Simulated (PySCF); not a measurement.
## BSiPH$_{5}$Cl: excited-state calculation

BSiPH$_{5}$Cl, SMILES [SiH3]PBCl, computed with TDDFT CAM-B3LYP/def2-SVPD, vertical, gas phase, core orbitals frozen in the response (PySCF 2.14.0).

The geometry comes from this level: PBE0-D3(BJ)/def2-SVP.

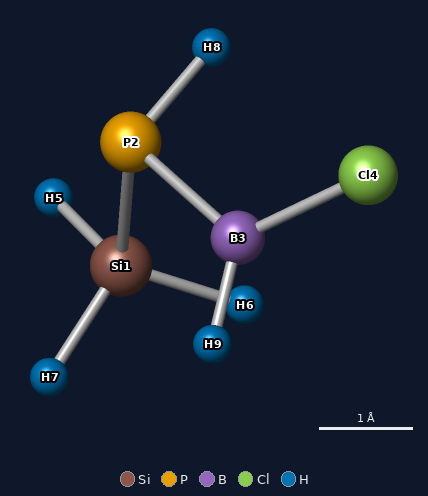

*The structure (ball-and-stick view, seen at a tilt; atoms are numbered from 1 in the order of the input).*

Key numbers:

- outcome: converged
- total energy: −1118.583207 hartree
- HOMO: −8.79 eV
- LUMO: −0.77 eV
- dipole moment: 1.24 D
- mean polarisability: 86.07 a.u.
- vertical ionisation energy: 9.55 eV
- vertical electron affinity: 0.18 eV
- lowest singlet excitation: 4.69 eV
- hardware: 1 CPU thread, shared host
- wall time: 49 s
- peak memory: 0.65 GiB

The input:
```
{"job": {"kind": "uv", "xc": "CAM-B3LYP", "basis": "def2-SVPD", "ip": true}, "charge": 0, "multiplicity": 1}
Si    -1.037118     0.112060    -0.268869
P      0.834202     1.345935    -0.030802
B      2.017828    -0.014493     0.509714
Cl     3.586135    -0.244706    -0.230690
H     -2.080380     0.977895    -0.892347
H     -0.854681    -1.111201    -1.106164
H     -1.456452    -0.285094     1.106327
H      1.213672     1.534667    -1.389607
H      1.739137    -0.703141     1.459941
```

The first line tells a small driver script what to run in PySCF; the rest is the geometry in Å.

Run as:
```bash
OMP_NUM_THREADS=1 python <driver script> task.json out
```

What the program printed:
```
coarse grid: 9064 points
cycle   1  E = -1118.4345543440  dE =  6.393e-02  |g| = 2.377e-01  |ddm| = 3.127e+00
cycle   2  E = -1118.4462843217  dE = -1.173e-02  |g| = 1.926e-01  |ddm| = 6.062e-01
cycle   3  E = -1118.4570523252  dE = -1.077e-02  |g| = 2.886e-02  |ddm| = 2.930e-01
cycle   4  E = -1118.4573623897  dE = -3.101e-04  |g| = 1.214e-02  |ddm| = 6.706e-02
cycle   5  E = -1118.4574204912  dE = -5.810e-05  |g| = 1.872e-03  |ddm| = 2.327e-02
cycle   6  E = -1118.4574221941  dE = -1.703e-06  |g| = 5.441e-04  |ddm| = 4.366e-03
final grid: 73672 points
cycle   7  E = -1118.5832062779  dE = -6.212e-06  |g| = 1.001e-03  |ddm| = 1.968e-02
cycle   8  E = -1118.5832064501  dE = -1.722e-07  |g| = 6.968e-04  |ddm| = 2.869e-03
cycle   9  E = -1118.5832065798  dE = -1.297e-07  |g| = 8.004e-05  |ddm| = 1.092e-03
cycle  10  E = -1118.5832065822  dE = -2.450e-09  |g| = 3.601e-05  |ddm| = 2.318e-04
cycle  11  E = -1118.5832065827  dE = -5.125e-10  |g| = 9.657e-06  |ddm| = 6.387e-05
```

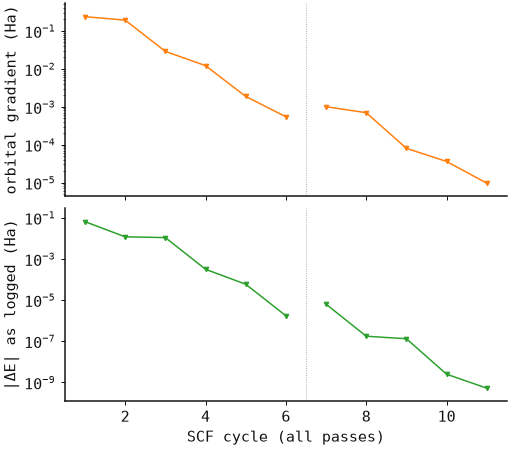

*Convergence of the self-consistent field: orbital gradient and size of the energy change against the SCF cycle. The dotted line marks the change from a coarse to the final integration grid.*

The first 6 cycles use a coarse grid, the final grid takes over at cycle 7, and the field converges after 11 cycles in all.

```
converged SCF energy = -1118.5832065827

Static polarisability (au): isotropic 86.072, principal 70.421 77.935 109.861

Singlet excitations
state   eV       nm        f      main configurations
  1   4.6851    264.6   0.04077   H->L 0.78, H-1->L 0.18
  2   5.4912    225.8   0.11199   H-1->L 0.75, H->L 0.18
  3   6.4833    191.2   0.01944   H->L+3 0.35, H->L+2 0.35, H->L+1 0.12
  4   6.5541    189.2   0.02406   H->L+1 0.43, H-2->L 0.32, H->L+3 0.13
  5   6.6858    185.4   0.08459   H-2->L 0.52, H->L+1 0.33
  6   7.0160    176.7   0.04216   H->L+2 0.47, H->L+3 0.19, H->L+4 0.18
  7   7.2794    170.3   0.01355   H-3->L 0.54, H-6->L 0.40
  8   7.5196    164.9   0.02531   H->L+4 0.47, H->L+5 0.20
  9   7.5825    163.5   0.03709   H-4->L 0.67, H-6->L 0.12
 10   7.6752    161.5   0.07243   H-1->L+1 0.18, H-1->L+3 0.18, H->L+4 0.11

Triplet excitations (Tamm-Dancoff, eV): 3.8538 4.9062 5.7098 6.0141
Vertical ionisation energy (delta-SCF) = 9.5490 eV
Vertical electron affinity (delta-SCF) = 0.1763 eV
```

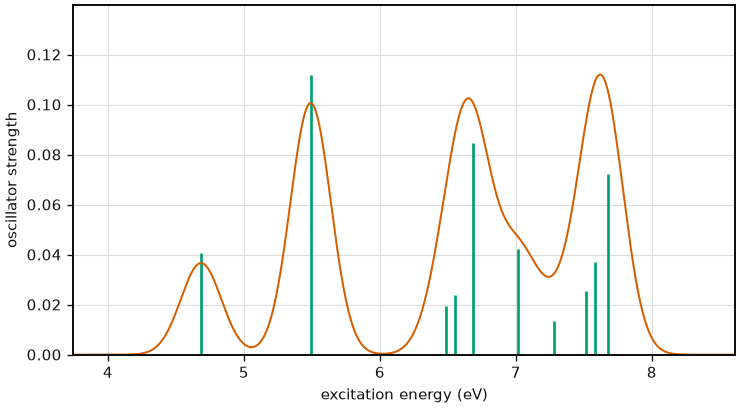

*Computed excitations as sticks (degenerate states added up, dark ones marked on the axis), with a Gaussian envelope of 0.35 eV full width at half maximum, scaled to the tallest.*

Of the 10 states the lowest lies at 4.69 eV (f = 0.041); the strongest line is at 5.49 eV, or 226 nm (f = 0.112).

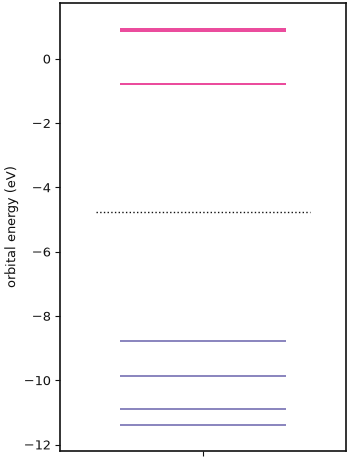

*Orbital energies near the frontier; the dotted line parts filled from empty levels, and levels within 0.02 eV of each other stand side by side.*

Highest filled −8.79 eV, lowest empty −0.77 eV, 8.02 eV apart.
